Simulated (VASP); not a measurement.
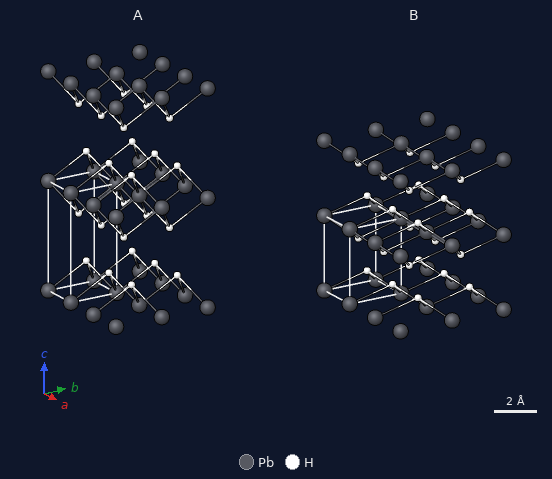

Two geometries of crystalline H$_{2}$Pb (a generated structure, set up in P-3m1), drawn at one scale. One is the start of a relaxation, the other its converged end. The picture is a ball-and-stick view of the cell of the calculation, repeated 3 × 2 × 2 with one cell outlined, seen slightly off an axis.

The calculation used Kohn-Sham DFT of a periodic cell, PBE, VASP PAW PBE potentials, recommended (VASP). Set-up: plane-wave cutoff 600 eV; k-point mesh 11 × 11 × 6; occupations fermi-dirac; smearing width 0.05 eV; no spin polarisation.

### Which of the two is the end point?

Structure B is the relaxed one. The run lets cell and atoms move. After 18 geometry steps the energy has fallen by 0.694 eV per cell of the calculation. Largest force component: 0.24 eV/Å at the start, 0.001 eV/Å at the end. The pressure goes from 5.75 to 0.00 GPa. The largest moves relative to the cell, 0.076 Å, are those of H atoms. Pb stays in place. The volume changes by −13.3 %, with a = b 3.328 → 3.748 Å (+12.6 %), c 5.325 → 3.641 Å (−31.6 %). Near-neighbour distances that change, for instance: H–Pb 2.338 → 2.319 Å. The space group stays P-3m1 (No. 164). The volume changes by over a tenth within one run on a fixed set of plane waves, so the end point should be relaxed again from the new cell. It ran on 1 thread of Intel(R) Xeon(R) Platinum 8488C (Sapphire Rapids) (shared host).

Limits of the set-up: layers or molecules are held without a dispersion correction, so their spacing is unreliable.
